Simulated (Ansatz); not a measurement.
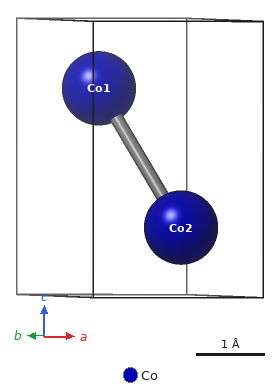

Starting structure of solid Co (built on the hcp type) (coarse preliminary run). A ball-and-stick model of the cell of the calculation, seen from a free direction.

Method: DFT PBE, scalar-relativistic, plane waves, PAW (Ansatz).

Input
```yaml
crystal:
  lattice:
    - [2.51, 0.0, 0.0]
    - [-1.255, 2.1737237635, 0.0]
    - [0.0, 0.0, 4.07122]
  atoms:
    - { symbol: Co, position: [0.3333333333, 0.6666666667, 0.75], spin: 1.5 }
    - { symbol: Co, position: [0.6666666667, 0.3333333333, 0.25], spin: 1.5 }
basis:
  ecutwfc: 600
  ecutrho_ratio: 5
kpoints:
  mp_grid: { grid: [10, 10, 6] }
hamiltonian:
  xc: pbe
scf:
  occupations: { method: gaussian, width: 0.05 }
output:
  forces: true
  stress: true
  eigenvalues: true
  populations: true
magnetization:
  spin_polarized: true
relax:
  f_tol: 0.03
  max_steps: 60
  cell: { stress_tol: 0.6 }
```

Q: What does the optimiser find from here?

A: Over 2 accepted moves (3 points after the start) the energy falls by 2.9 meV per atom. All forces vanish by symmetry, so only the cell relaxes. The pressure goes from −4.03 to 0.20 GPa. At 1 point the geometry stayed and the basis and grid were re-selected for the new cell (energy shift of less than 0.05 meV per atom at most each time). The atoms keep their places relative to the cell (all moves are under 0.005 Å). Cell: a = b 2.510 → 2.498 Å (−0.5 %), c 4.071 → 4.029 Å (−1.0 %). Volume −2.0 %. Near-neighbour distances that change, for instance: Co1–Co2 2.499 → 2.477 Å, Co1–Co1 2.510 → 2.498 Å. The space group stays P6_3/mmc (No. 194). The run took of the order of 30 core-seconds on a shared host.

The structure at the end:

```
Co
1.0
     2.49763    0.00000    0.00000
    -1.24881    2.16301    0.00000
     0.00000    0.00000    4.02884
Co
2
Direct
  0.33333 0.66667 0.75000
  0.66667 0.33333 0.25000
```

After the run, drawn alike:

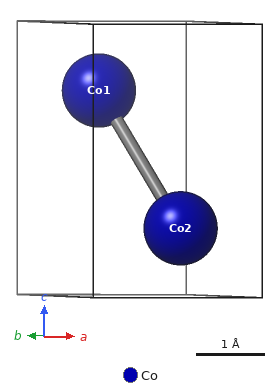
